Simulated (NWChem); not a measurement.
# One shape, several levels: InH2O (SMILES [OH][InH])

We compute a comparison of 6 runs (UHF/def2-TZVP, U-r2SCAN/def2-TZVP, UB2PLYP/def2-SVP, UB3LYP/def2-SVP, UPBE0/def2-SVP, UB3LYP/def2-SVPD) of InH2O. 

The calculation is run with NWChem 7.3.0.

## Step 1: Starting point

The species is InH2O (4 atoms), meant as a doublet with charge 0. SMILES: `[OH][InH]`. The shape is that of a PBE0-D4/def2-TZVP optimisation.

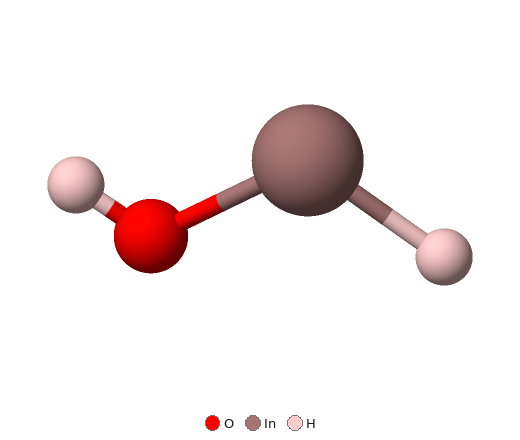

The structure, seen from a chosen angle (oxygen red, indium brown, hydrogen pink).

## Step 2: Energy and forces at UHF/def2-TZVP (core potential) (run 1)

Input file run.py:

```python
from ase import Atoms
from ase.calculators.nwchem import NWChem

mol = Atoms('OInHH', positions=[
    [-0.298400, -1.020600, 0.295000],
    [0.563900, 0.746600, -0.088500],
    [0.236800, -1.629400, 0.809100],
    [-0.446700, 1.843000, -1.036000],
])

calc = NWChem(
    label='a',
    theory='scf',
    memory='2200 mb',
    basis='def2-TZVP',
    basispar='spherical bse',
    scf={'nopen': '1', 'uhf': None, 'thresh': '1e-08', 'maxiter': '80'},
    **{'ecp bse': {'In library': 'def2-TZVP'}},
)
mol.calc = calc

forces = mol.get_forces()
print("Total energy (eV):", round(mol.get_potential_energy(), 6))
print("forces (eV/A):")
for s, f in zip(mol.symbols, forces):
    print(f"{s:2s} {f[0]:10.5f} {f[1]:10.5f} {f[2]:10.5f}")
```

Started as:

```
$ export ASE_NWCHEM_COMMAND="nwchem PREFIX.nwi > PREFIX.nwo"
$ python run.py
```

Output:

```text
Total energy (eV): -7217.972774
forces (eV/A):
O     0.87546   -0.36798    0.56405
In   -0.23510   -0.17396   -0.03121
H    -0.69605    0.58261   -0.57634
H     0.05569   -0.04067    0.04350
```

The calculator wrote a.nwi:

```
title "a"

permanent_dir a

scratch_dir a

start a

geometry units angstrom nocenter noautosym noautoz
  O  -2.9840000000000000e-01 -1.0206000000000000e+00 2.9499999999999998e-01
  In 5.6389999999999996e-01 7.4660000000000004e-01 -8.8499999999999995e-02
  H  2.3680000000000001e-01 -1.6294000000000000e+00 8.0910000000000004e-01
  H  -4.4669999999999999e-01 1.8430000000000000e+00 -1.0360000000000000e+00
end

memory 2200 mb

basis spherical bse noprint
   * library def2-TZVP
end

scf
  nopen 1
  uhf
  thresh 1e-08
  maxiter 80
end
ecp bse
  In library def2-TZVP
end

task scf gradient
```

a.nwo:

```text
Northwest Computational Chemistry Package (NWChem) 7.3.0
             --------------------------------------------------------

           Job information
           ---------------

    nwchem branch   = 7.3.0
    use scalapack   = T
    input           = a.nwi
    prefix          = a.
    data base       = a/a.db
    status          = startup
    nproc           =        1

           Memory information
           ------------------

    heap     =     72089596 doubles =      550.0 Mbytes
    stack    =     72089601 doubles =      550.0 Mbytes
    global   =    144179200 doubles =     1100.0 Mbytes (distinct from heap & stack)
    total    =    288358397 doubles =     2200.0 Mbytes
    verify   = yes
    hardfail = no

           Directory information
           ---------------------

  0 permanent = a
  0 scratch   = a

                                NWChem Input Module
                                -------------------

                                         a
                                         -

[... 24 lines left out ...]
            Nuclear Dipole moment (a.u.)
[... 77 lines left out ...]
 1-e energy   =    -559.974482
[... 7 lines left out ...]
         Quadratically convergent UHF
[... 15 lines left out ...]
       Final UHF  results
[... 3 lines left out ...]
      One electron energy =   -561.471775486809
[... 1 line left out ...]
 Nuclear repulsion energy =     60.887032155600
[... 38 lines left out ...]
          Final beta eigenvalues
[... 236 lines left out ...]
                     UHF Final Beta Molecular Orbital Analysis
[... 265 lines left out ...]
     1   1 0 0      0.884933     -9.330543     -7.254662     17.470139
[... 8 lines of this table left out ...]
     2   0 0 2    -20.809354    -16.637406    -13.416062      9.244114

                              NWChem Gradients Module
                              -----------------------

                                         a

  wavefunction    =   UHF

                         UHF ENERGY GRADIENTS

    atom               coordinates                        gradient
                 x          y          z           x          y          z
   1 O      -0.563894  -1.928654   0.557469   -0.017025   0.007156  -0.010969
   2 In      1.065616   1.410869  -0.167241    0.004572   0.003383   0.000607
   3 H       0.447487  -3.079120   1.528977    0.013536  -0.011330   0.011208
   4 H      -0.844141   3.482765  -1.957756   -0.001083   0.000791  -0.000846

                 ----------------------------------------
                 |  Time  |  1-e(secs)   |  2-e(secs)   |
                 ----------------------------------------
                 |  CPU   |       0.02   |       5.92   |
                 ----------------------------------------
                 |  WALL  |       0.02   |       5.92   |
                 ----------------------------------------

 Task  times  cpu:       33.4s     wall:       33.4s
 Total times  cpu:       33.4s     wall:       33.4s
```

Run time: 35 s. Hardware: 1 thread of Intel Xeon Platinum 8488C (Sapphire Rapids), shared host; peak memory 0.11 GiB.

## Step 3: Energy and forces at U-r2SCAN/def2-TZVP (core potential) (run 2)

Input file mol.nw:

```
start mol
memory stack 880 mb heap 220 mb global 1100 mb
charge 0

geometry units au noautosym nocenter noautoz
O   -0.56389428  -1.92865448   0.55746921
In   1.06561656   1.41086952  -0.16724076
H    0.44748715  -3.07911975   1.52897741
H   -0.84414066   3.48276525  -1.95775627
end

basis spherical bse
* library def2-TZVP
end

ecp bse
In library def2-TZVP
end

dft
xc r2scan
mult 2
grid fine
convergence energy 1e-08
iterations 100
mulliken
print low
end

task dft gradient
```

Started as:

```
$ nwchem mol.nw > mol.out
```

Output:

```text
[...]
 d= 0,ls=0.0,diis     1   -266.4994879788 -3.27D+02  1.37D-02  2.12D-01     2.6
[...]
 d= 0,ls=0.0,diis    12   -266.6080343418 -1.93D-09  2.23D-07  1.35D-10    25.9
[...]
         Total DFT energy =     -266.608034341813
      One electron energy =     -561.598135082504
           Coulomb energy =      260.198740488614
    Exchange-Corr. energy =      -26.095667550175
 Nuclear repulsion energy =       60.887027802253
[...]
      Total Density - Mulliken Population Analysis
     ---------------------------------------------
    Atom       Charge   Shell Charges
 -----------   ------   -------------------------------------------------------
    1 O    8     8.66   0.79  1.18  0.60  0.92  0.35  1.86  1.90  1.03  0.00  0.01  0.00
    2 In  21    20.55   0.41 -0.85  1.63  0.82  0.98  0.49 -0.41  6.40  0.48  0.43  0.06  8.83  1.14  0.11  0.00  0.04
    3 H    1     0.70   0.26  0.34  0.04  0.05
    4 H    1     1.10   0.21  0.54  0.34  0.01
[...]
      <S2> =      0.7581 (Exact =     0.7500)
                         DFT ENERGY GRADIENTS
    atom               coordinates                        gradient
                 x          y          z           x          y          z
   1 O      -0.563894  -1.928654   0.557469    0.003083  -0.000607   0.001683
   2 In      1.065617   1.410870  -0.167241   -0.001678  -0.001560  -0.000082
   3 H       0.447487  -3.079120   1.528977   -0.001943   0.002084  -0.001812
   4 H      -0.844141   3.482765  -1.957756    0.000538   0.000082   0.000210
 Task  times  cpu:       34.3s     wall:       34.3s
 Total times  cpu:       34.4s     wall:       34.4s
```

Wall time 35 s (1 thread of Intel Xeon Platinum 8488C (Sapphire Rapids), shared host); peak memory 0.13 GiB.

## Step 4: A single-point energy at UB2PLYP/def2-SVP (core potential) (run 3)

Input file h2ino.xyz:

```xyz
4

O     -0.298400    -1.020600     0.295000
In     0.563900     0.746600    -0.088500
H      0.236800    -1.629400     0.809100
H     -0.446700     1.843000    -1.036000
```

Input file h2ino.nw:

```
start h2ino
memory total 2200 mb

geometry units angstroms noautosym nocenter noautoz
  load format xyz h2ino.xyz
end

basis spherical bse
  * library def2-SVP
end

ecp bse
  In library def2-SVP
end

dft
  xc hfexch 0.53 becke88 0.47 lyp 0.73 mp2 0.27
  dftmp2 semidirect
  mult 2
  grid xfine
  convergence energy 1e-08
  iterations 100
  mulliken
  print low
end

mp2
  freeze core 5
end

task dft energy
```

Started as:

```
$ nwchem h2ino.nw > h2ino.out
```

Output:

```text
[...]
 d= 0,ls=0.0,diis     1   -265.9394707830 -3.27D+02  1.40D-02  1.63D-01     1.5
[...]
 d= 0,ls=0.0,diis    12   -266.0306475905 -1.60D-09  4.52D-07  7.28D-11    16.1
[...]
         Total DFT energy =     -266.030647590501
      One electron energy =     -561.426734251541
           Coulomb energy =      260.163197251150
    Exchange-Corr. energy =      -25.654142745711
 Nuclear repulsion energy =       60.887032155600
[...]
      Total Density - Mulliken Population Analysis
     ---------------------------------------------
    Atom       Charge   Shell Charges
 -----------   ------   -------------------------------------------------------
    1 O    8     8.56   1.99  1.07  0.73  2.81  1.96  0.01
    2 In  21    20.51  -0.60  2.60  0.92  0.47  2.77  3.23  0.76  0.28  9.68  0.41
    3 H    1     0.82   0.68  0.07  0.07
    4 H    1     1.12   0.66  0.45  0.01
[...]
      <S2> =      0.7607 (Exact =     0.7500)
[...]
  Basis functions       =     50
[...]
```

Run time: 18 s. Hardware: 1 thread of Intel Xeon Platinum 8488C (Sapphire Rapids), shared host; peak memory 0.14 GiB.

Runs 4 to 5 aren't shown in full; the table further down has their settings and results.

## Step 5: Energy and forces at UB3LYP/def2-SVPD (core potential) (run 6)

Input file run.py:

```python
from ase import Atoms
from ase.calculators.nwchem import NWChem

mol = Atoms(['O', 'In', 'H', 'H'], positions=[
    [-0.298400, -1.020600, 0.295000],
    [0.563900, 0.746600, -0.088500],
    [0.236800, -1.629400, 0.809100],
    [-0.446700, 1.843000, -1.036000],
])

calc = NWChem(
    label='struct',
    theory='dft',
    memory='2200 mb',
    basis='def2-SVPD',
    basispar='spherical bse',
    dft={'xc': 'b3lyp', 'mult': '2', 'grid': 'xfine', 'convergence': 'energy 1e-08', 'iterations': '100', 'mulliken': None},
    **{'ecp bse': {'In library': 'def2-SVPD'}},
)
mol.calc = calc

forces = mol.get_forces()
print("Total energy (eV):", round(mol.get_potential_energy(), 6))
print("forces (eV/A):")
for s, f in zip(mol.symbols, forces):
    print(f"{s:2s} {f[0]:10.5f} {f[1]:10.5f} {f[2]:10.5f}")
```

Started as:

```
$ export ASE_NWCHEM_COMMAND="nwchem PREFIX.nwi > PREFIX.nwo"
$ python run.py
```

Output:

```text
Total energy (eV): -7253.218783
forces (eV/A):
O    -0.41492   -0.54209    0.04859
In    0.48280    0.67692   -0.07688
H     0.06731   -0.26133    0.14619
H    -0.13524    0.12650   -0.11786
```

The calculator wrote struct.nwi:

```
title "struct"

permanent_dir struct

scratch_dir struct

start struct

geometry units angstrom nocenter noautosym noautoz
  O  -2.9840000000000000e-01 -1.0206000000000000e+00 2.9499999999999998e-01
  In 5.6389999999999996e-01 7.4660000000000004e-01 -8.8499999999999995e-02
  H  2.3680000000000001e-01 -1.6294000000000000e+00 8.0910000000000004e-01
  H  -4.4669999999999999e-01 1.8430000000000000e+00 -1.0360000000000000e+00
end

memory 2200 mb

basis spherical bse noprint
   * library def2-SVPD
end

dft
  xc b3lyp
  mult 2
  grid xfine
  convergence energy 1e-08
  iterations 100
  mulliken
end
ecp bse
  In library def2-SVPD
end

task dft gradient
```

struct.nwo:

```text
Northwest Computational Chemistry Package (NWChem) 7.3.0
             --------------------------------------------------------

           Job information
           ---------------

    nwchem branch   = 7.3.0
    use scalapack   = T
    input           = struct.nwi
    prefix          = struct.
    data base       = struct/struct.db
    status          = startup
    nproc           =        1

           Memory information
           ------------------

    heap     =     72089596 doubles =      550.0 Mbytes
    stack    =     72089601 doubles =      550.0 Mbytes
    global   =    144179200 doubles =     1100.0 Mbytes (distinct from heap & stack)
    total    =    288358397 doubles =     2200.0 Mbytes
    verify   = yes
    hardfail = no

           Directory information
           ---------------------

  0 permanent = struct
  0 scratch   = struct

                                NWChem Input Module
                                -------------------

                                      struct
                                      ------

[... 24 lines left out ...]
            Nuclear Dipole moment (a.u.)
[... 74 lines left out ...]
          Convergence on energy requested:  1.00D-08
[... 24 lines left out ...]
          Spatial weights used:  Erf1
[... 4 lines left out ...]
          total energy or number of iterations.
[... 28 lines left out ...]
 2-e energy   =     233.905240
[... 65 lines left out ...]
      One electron energy =     -561.127827099656
[... 2 lines left out ...]
 Nuclear repulsion energy =       60.887032155600
[... 1143 lines left out ...]
          Convergence on energy requested:  1.00D-08
[... 24 lines left out ...]
          Spatial weights used:  Erf1
[... 4 lines left out ...]
          total energy or number of iterations.
[... 18 lines left out ...]
                            NWChem DFT Gradient Module
                            --------------------------

                                      struct

  charge          =   0.00
  wavefunction    = open shell

                         DFT ENERGY GRADIENTS

    atom               coordinates                        gradient
                 x          y          z           x          y          z
   1 O      -0.563894  -1.928654   0.557469    0.008069   0.010542  -0.000945
   2 In      1.065616   1.410869  -0.167241   -0.009389  -0.013164   0.001495
   3 H       0.447487  -3.079120   1.528977   -0.001309   0.005082  -0.002843
   4 H      -0.844141   3.482765  -1.957756    0.002630  -0.002460   0.002292

                 ----------------------------------------
                 |  Time  |  1-e(secs)   |  2-e(secs)   |
                 ----------------------------------------
                 |  CPU   |       0.01   |       2.21   |
                 ----------------------------------------
                 |  WALL  |       0.01   |       2.21   |
                 ----------------------------------------

 Task  times  cpu:       24.9s     wall:       24.9s
 Total times  cpu:       24.9s     wall:       24.9s
```

Run time: 26 s. Hardware: 1 thread of Intel Xeon Platinum 8488C (Sapphire Rapids), shared host; peak memory 0.13 GiB.

## Step 6: All runs side by side

```csv
run,level,iteration cap,module,energy (Eh),dipole moment (D),HOMO energy (eV),LUMO energy (eV),wall time
1,UHF/def2-TZVP (core potential),80,scf,-265.255609,2.51,-8.41,0.27,35 s
2,U-r2SCAN/def2-TZVP (core potential),100,dft,-266.608034,–,–,–,35 s
3,UB2PLYP/def2-SVP (core potential),100,dft,-266.121809,–,–,–,18 s
4,UB3LYP/def2-SVP (core potential),100,dft,-266.534838,1.86,-5.55,-3.24,18 s
5,UPBE0/def2-SVP (core potential),100,dft,-266.382240,1.92,-5.76,-2.87,19 s
6,UB3LYP/def2-SVPD (core potential),100,dft,-266.550876,2.13,-5.75,-3.45,26 s
```

## Step 7: Results

```
                                 quantity          value
                      run 6: total energy  -266.55088 Eh
                     run 6: dipole moment         2.13 D
run 6: HOMO energy (highest over α and β)       -5.75 eV
 run 6: LUMO energy (lowest over α and β)       -3.45 eV
                              run 6: ⟨S²⟩          0.755
          run 6: largest force on an atom     0.835 eV/Å
```

What this shows: Over runs 1, 4, 5, 6 the dipole moment (its size) runs from 1.86 D (UB3LYP/def2-SVP) to 2.51 D (UHF/def2-TZVP). The two ends differ in method and basis. Totals of different functionals can't be ranked against each other. All runs together took 2.5 min, the longest 35 s.
